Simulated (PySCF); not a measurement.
# C₄H₇NOSi (SMILES N#C[SiH2]OC1CC1): what the fields show

The calculation's input:

```
{"job": {"kind": "nmr", "xc": "PBE0", "basis": "pcSseg-1"}, "charge": 0, "multiplicity": 1}
N      1.709731     2.346584     1.367218
C      1.789239     1.327296     0.849611
Si     1.890018    -0.339152    -0.009932
O      0.540140    -1.197610     0.186583
C     -0.799858    -0.982613    -0.050173
C     -1.496406     0.222783     0.501286
C     -1.279335     0.087782    -0.979541
H      2.178530     0.001639    -1.405824
H      2.848817    -1.181479     0.681868
H     -1.327879    -1.930578    -0.041420
H     -0.896460     0.945472     1.032701
H     -2.493736     0.101272     0.894110
H     -0.537186     0.724325    -1.435834
H     -2.126293    -0.126195    -1.612820
```

Command:

```sh
OMP_NUM_THREADS=1 python probes_run.py task.json out
```

Geometry: GFN2-xTB.

Theory: PySCF 2.14.0, PBE0/pcSseg-1, SCF density, gas phase, non-relativistic.

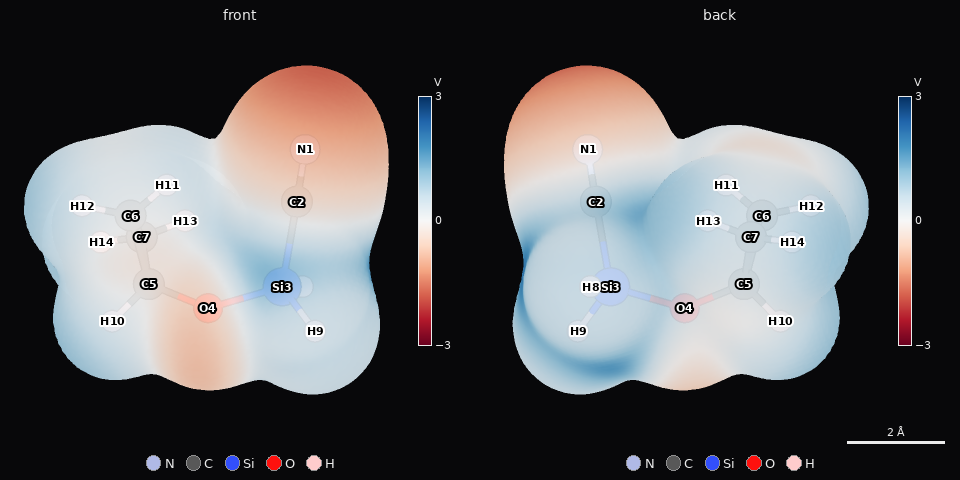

Figure 1. The electrostatic potential painted on the density surface at 0.002 e/bohr³, seen from the front and from behind; red is negative and blue positive.

Question: Where is the surface potential most negative and most positive?

Answer: The most negative region (about −1.7 V, or −39 kcal/mol for a unit charge) lies over N1, the most positive (about +1.9 V, or +44 kcal/mol for a unit charge) over Si3. N1 is the likeliest acceptor of a hydrogen bond.

Question: What dipole moment does the calculation give?

Answer: Its dipole moment is 3.19 D.

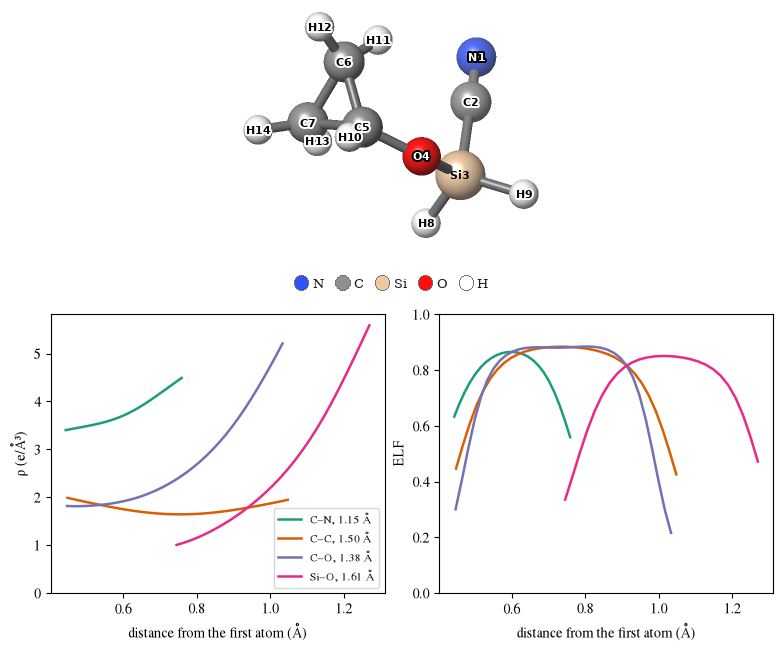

Figure 2. Electron density and electron localisation function along straight lines between neighbouring atoms. The curves leave out the atomic cores. The structure is drawn too.

Question: What can be read from the curves?

Answer: C–N (1.15 Å): ρ at the midpoint is about 3.6 e/Å³; the ELF peaks at about 0.85 between the atoms (a multiple bond).
C–C (1.50 Å): ρ at the midpoint is about 1.6 e/Å³; the ELF peaks at about 0.90 between the atoms, as expected for a shared electron pair.
C–O (1.38 Å): ρ is about 2.1 e/Å³ halfway, with its minimum of 1.8 e/Å³ about 0.5 Å from C; the ELF peaks at about 0.90 between the atoms, as expected for a polar covalent bond.
Si–O (1.61 Å): ρ is about 1.2 e/Å³ halfway; the ELF peaks at about 0.85 between the atoms; a short, strongly polar bond.
